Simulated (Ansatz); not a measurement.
The starting structures come from a database of crystals and need not be the phases stable at ambient conditions.

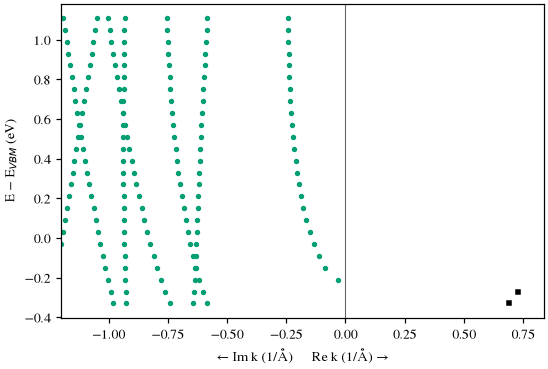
Fig. 1. Complex bands at the centre of the two-dimensional zone; PBEsol run with Ansatz (a program for electronic structure)

The gap is the functional's own. No spin-orbit coupling. Mid-gap values are interpolated on the energy grid.

Q: This is Na₂PdC₂ (P-3m1, not sure to be the ambient phase, 5 atoms a cell, 18.6 Å³ an atom, -2 GPa at this level) along the normal of (100). Read off the slowest decay at the centre of the two-dimensional zone at 0.39 eV, the computed energy nearest the middle of the gap.

A: κ ≈ 0.21 1/Å, a decay length 1/(2κ) of the density of 2.4 Å.
